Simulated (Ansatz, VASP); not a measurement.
# Cross-check of La between VASP and Ansatz, part 2 of 2

Aim: how closely do two programs agree when they are given the same cell, functional and k mesh? The start cell is built, not measured: As first built, before any earlier steps moved the atoms: it takes the Gd structure with all of its atoms replaced by other elements, volume scaled by an estimate. The cell comes out of the VASP series on this material, whose earlier steps may have relaxed, scaled or displaced it; both programs get it as it stands.

VASP 6.6.1 and Ansatz 0.2.0.

So far. Step 2 (VASP: band structure, LDA): The run ends at a pressure of 0.00 GPa.

## (5) VASP: single point, LDA

Level of this step: LDA; plane waves and PAW (La) (VASP).

A single point gives forces, pressure and levels at one fixed geometry, so differences don't come from the geometry; what else differs is listed under the comparison.

INCAR reads:

```
SYSTEM = La
PREC = Accurate
ENCUT = 400
EDIFF = 1E-06
NELM = 100
ISMEAR = -5
SIGMA = 0.2
LREAL = .FALSE.
ALGO = Normal
GGA = CA
LORBIT = 11
LWAVE = .FALSE.
LCHARG = .FALSE.
NEDOS = 2001
```

POSCAR reads:

```
La
1.0
    3.5515475315      0.0000000000      0.0000000000
   -1.7757737657      3.0757303828      0.0000000000
    0.0000000000      0.0000000000      5.8630983306
La
2
Direct
    0.3333333330      0.6666666670      0.2500000000
    0.6666666670      0.3333333330      0.7500000000
```

KPOINTS reads:

```
Automatic mesh
0
Gamma
9 9 5
0 0 0
```

Potentials, in the order of the species: La (LDA family, release 64).

Launch:

```console
$ mpirun -np 1 vasp_std
```

Numbers of over 12 decimals in the logs are rounded to 6 here.

Log:

```text
[... set-up lines as in an earlier step ...]
 entering main loop
       N       E                     dE             d eps       ncg     rms          rms(c)
DAV:   1     0.220776108848E+03    0.22078E+03   -0.70968E+03  1104   0.170E+03
DAV:   2     0.202514757399E+02   -0.20052E+03   -0.19880E+03  1668   0.345E+02
DAV:   3    -0.728820404144E+01   -0.27540E+02   -0.27260E+02  1864   0.145E+02
DAV:   4    -0.108264782689E+02   -0.35383E+01   -0.35240E+01  2153   0.452E+01
[...]
DAV:   9    -0.110652595821E+02    0.10611E-02   -0.46529E-04  2080   0.172E-01    0.341E-02
DAV:  10    -0.110652630296E+02   -0.34476E-05   -0.29441E-05  2080   0.360E-02    0.362E-02
DAV:  11    -0.110652633084E+02   -0.27875E-06   -0.21052E-06  1528   0.113E-02
   1 F= -.11065263E+02 E0= -.11065263E+02  d E =0.000000E+00
 -----------------------------------------------------------------------------
|                                                                             |
|           W    W    AA    RRRRR   N    N  II  N    N   GGGG   !!!           |
|           W    W   A  A   R    R  NN   N  II  NN   N  G    G  !!!           |
|           W    W  A    A  R    R  N N  N  II  N N  N  G       !!!           |
|           W WW W  AAAAAA  RRRRR   N  N N  II  N  N N  G  GGG   !            |
|           WW  WW  A    A  R   R   N   NN  II  N   NN  G    G                |
|           W    W  A    A  R    R  N    N  II  N    N   GGGG   !!!           |
|                                                                             |
|     Tetrahedron method does not include variations of the Fermi             |
|     occupations, so forces and stress will be inaccurate. We suggest        |
|     using a different smearing scheme ISMEAR = 1 or 2 for metals in         |
|     relaxations.                                                            |
|                                                                             |
 -----------------------------------------------------------------------------
```

Parts of OUTCAR (step 5):

```text
  Total        0.2367496      0.2367496      0.2602208      0.0000000      0.0000000     -0.0000000
  in kB        5.9225239      5.9225239      6.5096775      0.0000000      0.0000000     -0.0000000
  external PRESSURE =       6.1182418 kB  Pullay stress =       0.0000000 kB

 POSITION                                       TOTAL-FORCE (eV/Angst)
 -----------------------------------------------------------------------------------
     -0.00000      2.05049      1.46577         0.000000     -0.000000      0.000000
      1.77577      1.02524      4.39732        -0.000000      0.000000      0.000000
 -----------------------------------------------------------------------------------
    total drift:                               -0.000001      0.000000     -0.000000

  FREE ENERGIE OF THE ION-ELECTRON SYSTEM (eV)
  ---------------------------------------------------
  free  energy   TOTEN  =       -11.0652633084 eV

  energy  without entropy=      -11.0652633084  energy(sigma->0) =      -11.06526331

[... 1 part as in an earlier step ...]

[... 2 further parts left out ...]
[key lines of the parts left out:]
E-fermi :   9.1857
```

The run ends at a pressure of 0.61 GPa.

## (6) Ansatz: single point, LDA

The same cell, functional (in two slightly different forms), mesh and smearing now go to Ansatz, which takes its cutoff from its data sets.

The cell comes out of the VASP series on this material, whose earlier steps may have relaxed, scaled or displaced it; both programs get it as it stands.

input.yaml reads:

```yaml
crystal:
  lattice:
    - [3.5515475315, 0.0, 0.0]
    - [-1.7757737657, 3.0757303828, 0.0]
    - [0.0, 0.0, 5.8630983306]
  atoms:
    - { symbol: La, position: [0.333333333, 0.666666667, 0.25] }
    - { symbol: La, position: [0.666666667, 0.333333333, 0.75] }
hamiltonian:
  xc: lda
  pseudopotentials: { kind: paw }
kpoints:
  mp_grid: { grid: [9, 9, 5] }
scf:
  occupations: { method: tetrahedron }
output:
  forces: true
  stress: true
  write_density: true
  write_potential: true
  elf: true
  volumetric_format: npy
```

Launch:

```console
$ ansatz run input.yaml --threads 2 --pin off --max-ram 4608MiB --backend cpu --events-out ev --progress --plain --runs-dir out
```

Log:

```text
Warning: output.forces, output.stress, relax.cell or npt_langevin: where a Kohn–Sham band that disperses or a degenerate level is filled in part under the method tetrahedron, the forces or the stress that this run publishes need not agree with its energy (scf.occupations.method in the input reference, under Limitations); prefer a smearing scheme for the forces or the stress
[...]
--- Band table (eV; the first three rows and the last of 36) ---
  k-point 0: bands = [... 7 lower, -2.4717, 9.7233, 10.8708, 13.7563, 14.2113, 14.2113, 14.3088, 14.4069]
  k-point 1: bands = [... 7 lower, -2.4966, 10.0816, 10.9666, 13.6445, 14.1021, 14.2062, 14.2062, 14.2417]
  k-point 2: bands = [... 7 lower, -2.5610, 10.8322, 11.1255, 13.3739, 13.7365, 14.2072, 14.2435, 14.2435]
  k-point 35: bands = [... 7 lower, -2.9023, 12.0214, 12.0214, 12.1055, 12.9272, 14.0259, 14.0259, 14.3506]
[key lines of the parts left out:]
SCF converged after 6 iterations
Free energy (F): -12152.199533 eV
Fermi energy:    12.799764 eV
P = ⅓ Tr σ = 0.7116 GPa (7.116 kbar)
```

Wall time 3 s (2 threads of Arm Neoverse N1, shared host); peak memory 0.32 GiB; 5.1 s of CPU time.

The run ends at a pressure of 0.71 GPa.

## (7) Side by side

The two programs side by side:

```
      quantity  Ansatz  VASP  difference
pressure (GPa)    0.71  0.61       +0.10
```

## (8) Ansatz: band structure, LDA, spin-orbit coupling

The same path points are solved in both programs, so levels can be compared one by one.

The cell comes out of the VASP series on this material, whose earlier steps may have relaxed, scaled or displaced it; both programs get it as it stands.

input.yaml reads:

```yaml
crystal:
  lattice:
    - [3.5515475315, 0.0, 0.0]
    - [-1.7757737657, 3.0757303828, 0.0]
    - [0.0, 0.0, 5.8630983306]
  atoms:
    - { symbol: La, position: [0.333333333, 0.666666667, 0.25] }
    - { symbol: La, position: [0.666666667, 0.333333333, 0.75] }
hamiltonian:
  xc: lda
  pseudopotentials: { kind: paw_fr }
magnetization:
  noncollinear: true
  spin_orbit: true
kpoints:
  mp_grid: { grid: [5, 5, 3] }
  band_path:
    path:
      - [0.0, 0.0, 0.0]
      - [0.13333, 0.0, 0.0]
      - [0.3, 0.0, 0.0]
      - [0.46667, 0.0, 0.0]
      - [0.46667, 0.06667, 0.0]
      - [0.41111, 0.17778, 0.0]
      - [0.35556, 0.28889, 0.0]
      - [0.28889, 0.28889, 0.0]
      - [0.17778, 0.17778, 0.0]
      - [0.06667, 0.06667, 0.0]
      - [0.0, 0.0, 0.03333]
      - [0.0, 0.0, 0.2]
      - [0.0, 0.0, 0.36667]
      - [0.0, 0.0, 0.5]
      - [0.16667, 0.0, 0.5]
      - [0.3, 0.0, 0.5]
      - [0.46667, 0.0, 0.5]
      - [0.46667, 0.06667, 0.5]
      - [0.41111, 0.17778, 0.5]
      - [0.35556, 0.28889, 0.5]
      - [0.28889, 0.28889, 0.5]
      - [0.17778, 0.17778, 0.5]
      - [0.06667, 0.06667, 0.5]
      - [0.5, 0.0, 0.46667]
      - [0.5, 0.0, 0.3]
      - [0.5, 0.0, 0.13333]
      - [0.33333, 0.33333, 0.0]
      - [0.33333, 0.33333, 0.16667]
      - [0.33333, 0.33333, 0.33333]
      - [0.33333, 0.33333, 0.5]
    npoints: 1
scf:
  occupations: { method: methfessel_paxton, width: 0.2 }
  n_extra_bands: 14
output:
  forces: true
  stress: true
  eigenvalues: true
```

Log:

```text
[...]
non-collinear run that drives no moment, with spin-orbit: no starting moment large enough to seed its density (crystal.atoms[].spin), no starting occupations that ask for one, no magnetisation constraint and no magnetic field, so the semilocal B_xc is pinned to zero
Crystal: 2 atoms, lattice volume = 64.046 Å³
Basis set: ecut = 420 eV, 1249 PW (Γ)
[...]
k-point 1: bands = [... 18 lower, 11.0861, 11.0861, 13.4287, 13.4287, 13.9482, 13.9482, 14.1560, 14.1560, ... 10 higher]
  k-point 2: bands = [... 18 lower, 11.6507, 11.6507, 12.9595, 12.9595, 13.2635, 13.2635, 13.7324, 13.7324, ... 10 higher]
  k-point 9: bands = [... 18 lower, 12.1153, 12.1153, 12.3536, 12.3536, 12.7868, 12.7868, 13.3336, 13.3336, ... 10 higher]
[key lines of the parts left out:]
SCF converged after 7 iterations
Magnetization: |M| = 0.0000 μB,  M = (+0.0000, +0.0000, +0.0000) μB
Free energy (F): -12162.426873 eV
Fermi energy:    12.675753 eV
P = ⅓ Tr σ = 1.3122 GPa (13.122 kbar)
```

The job ended after 16 s (2 threads; peak memory 0.46 GiB; 29 s of CPU time).

## (9) VASP: band structure, LDA, spin-orbit coupling

The same cell, functional (in two slightly different forms), mesh and smearing now go to VASP, with its own data sets and cutoff.

INCAR reads:

```
SYSTEM = La
PREC = Accurate
ENCUT = 400
EDIFF = 1E-06
NELM = 100
ISMEAR = 1
SIGMA = 0.2
LREAL = .FALSE.
ALGO = Normal
GGA = CA
LNONCOLLINEAR = .TRUE.
MAGMOM = 0 0 0 0 0 0
NBANDS = 34
GGA_COMPAT = .FALSE.
LASPH = .TRUE.
LSORBIT = .TRUE.
LMAXMIX = 6
LORBIT = 11
LWAVE = .FALSE.
LCHARG = .FALSE.
```

POSCAR is that of step 5.

KPOINTS reads:

```
Automatic mesh
0
Gamma
5 5 3
0 0 0
```

KPOINTS_OPT reads:

```
Line mode
16
Line-mode
Reciprocal
  0.00000000   0.00000000   0.00000000 GAMMA
  0.50000000   0.00000000   0.00000000 M

  0.50000000   0.00000000   0.00000000 M
  0.33333333   0.33333333   0.00000000 K

  0.33333333   0.33333333   0.00000000 K
  0.00000000   0.00000000   0.00000000 GAMMA

  0.00000000   0.00000000   0.00000000 GAMMA
  0.00000000   0.00000000   0.50000000 A

  0.00000000   0.00000000   0.50000000 A
  0.50000000   0.00000000   0.50000000 L

  0.50000000   0.00000000   0.50000000 L
  0.33333333   0.33333333   0.50000000 H

  0.33333333   0.33333333   0.50000000 H
  0.00000000   0.00000000   0.50000000 A

  0.50000000   0.00000000   0.50000000 L
  0.50000000   0.00000000   0.00000000 M

  0.33333333   0.33333333   0.00000000 K
  0.33333333   0.33333333   0.50000000 H
```

Launch:

```console
$ mpirun -np 1 vasp_ncl
```

Log:

```text
[... set-up lines as in an earlier step ...]
 entering main loop
       N       E                     dE             d eps       ncg     rms          rms(c)
DAV:   1     0.270231993571E+03    0.27023E+03   -0.62289E+03   688   0.150E+03
DAV:   2     0.452362840728E+02   -0.22500E+03   -0.21867E+03   928   0.359E+02
DAV:   3    -0.444867152675E+01   -0.49685E+02   -0.48209E+02  1088   0.191E+02
DAV:   4    -0.104364204599E+02   -0.59877E+01   -0.56677E+01  1310   0.697E+01
[...]
DAV:  14    -0.116703718990E+02   -0.70250E-05   -0.73744E-05  1072   0.669E-02    0.334E-03
DAV:  15    -0.116703741109E+02   -0.22119E-05   -0.23252E-05  1224   0.518E-02    0.443E-03
DAV:  16    -0.116703746623E+02   -0.55144E-06   -0.65202E-06   960   0.205E-02
   1 F= -.11670375E+02 E0= -.11665375E+02  d E =-.149980E-01  mag=    -0.0000     0.0000     0.0000
 Start KPOINTS_OPT (optional k-point list driver)
k-point batch [1-10\144]
       N       E                     dE             ncg
DAV:   1     0.166468041104E+04    0.61061E+03      680
DAV:   2    -0.589494789103E+03   -0.22542E+04      936
DAV:   3    -0.116598648027E+04   -0.57649E+03     1136
DAV:   4    -0.123916963962E+04   -0.73183E+02     1294
[...]
DAV:  15    -0.125206854411E+04   -0.12193E-04     1024
DAV:  16    -0.125206854751E+04   -0.34030E-05     1000
DAV:  17    -0.125206854844E+04   -0.92852E-06      984
[...]
k-point batch [111-120\144]
       N       E                     dE             ncg
DAV:   1     0.155766131858E+04   -0.41088E+04      680
[... the rest is left out ...]
```

OUTCAR, selected parts (step 9):

```text
  Total        0.6746081      0.6746081     -0.0506855      0.0000000     -0.0000000      0.0000000
  in kB       16.8759835     16.8759835     -1.2679464      0.0000000     -0.0000000      0.0000000
  external PRESSURE =      10.8280068 kB  Pullay stress =       0.0000000 kB

 POSITION                                       TOTAL-FORCE (eV/Angst)
 -----------------------------------------------------------------------------------
     -0.00000      2.05049      1.46577         0.000000     -0.000000      0.000000
      1.77577      1.02524      4.39732        -0.000000      0.000000     -0.000000
 -----------------------------------------------------------------------------------
    total drift:                                0.000000     -0.000000      0.000000

  FREE ENERGIE OF THE ION-ELECTRON SYSTEM (eV)
  ---------------------------------------------------
  free  energy   TOTEN  =       -11.6703746623 eV

  energy  without entropy=      -11.6553767034  energy(sigma->0) =      -11.66537534

 magnetization (x)
# of ion       s       p       d       f       tot
--------------------------------------------------
    1        0.000   0.000   0.000   0.000   0.000
    2       -0.000   0.000   0.000   0.000  -0.000
--------------------------------------------------
tot         -0.000   0.000   0.000   0.000  -0.000

 magnetization (y)
# of ion       s       p       d       f       tot
--------------------------------------------------
    1        0.000   0.000  -0.000  -0.000  -0.000
    2        0.000   0.000  -0.000   0.000  -0.000
--------------------------------------------------
tot          0.000   0.000  -0.000  -0.000  -0.000

 magnetization (z)
# of ion       s       p       d       f       tot
--------------------------------------------------
    1        0.000   0.000   0.000   0.000   0.000
    2        0.000   0.000   0.000   0.000   0.000
--------------------------------------------------
tot          0.000   0.000   0.000   0.000   0.000

[... 1 part as in an earlier step ...]

[... 2 further parts left out ...]
[key lines of the parts left out:]
E-fermi :   9.0586
```

The run ends at a pressure of 1.08 GPa.

## (10) Differences

What differs besides the data sets and the points named for the pairs above, as far as they apply: spin-orbit coupling enters by fully relativistic files in Ansatz and inside the spheres in VASP. Total energies have different zeros and are not compared.

The two programs side by side:

```
      quantity  Ansatz  VASP  difference
pressure (GPa)    1.31  1.08       +0.23
```

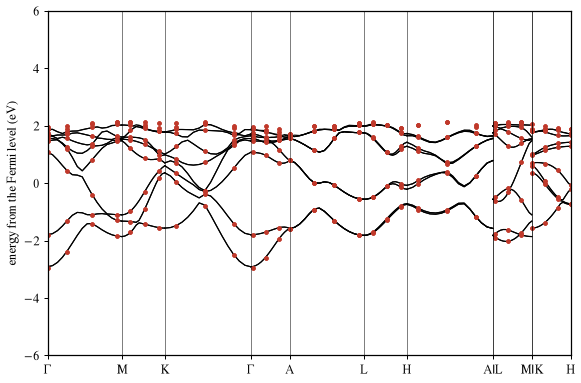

Bands from VASP (lines) and levels from Ansatz (dots). Dots without a line are higher empty bands that the VASP plot leaves out.

Levels from 3 eV below to 2 eV above the Fermi level differ by 15 meV r.m.s. and 38 meV at most; each VASP level is matched to the nearest of Ansatz, which flatters the figure a little.

## (11) Outcome

| Property | Result |
| --- | --- |
| r.m.s. difference of levels near the Fermi level (band structure, LDA) | 11 meV |
| difference in pressure (single point, LDA) | 0.100 GPa |
| r.m.s. difference of levels near the Fermi level (band structure, LDA, spin-orbit coupling) | 15 meV |

What this shows: The r.m.s. difference of levels near the Fermi level is 15 meV (band structure, LDA, spin-orbit coupling), within the 80 meV picked in this series as the mark of a large difference. Differences of this kind measure data sets and numerical settings, not the functional's error against experiment.

[Lines on the potential files, build, host, timing and source positions are cut from VASP's logs without a mark.]

[Logs are printed without paths, hosts, clocks, repeated set-up lines and the standing remarks that a program may print on its own settings, such as how far it seeks lower states.]

[Hosts, paths, dates, database ids (printed as entryN), source tags and the programs' standing remarks are cut or masked in the printed files.]
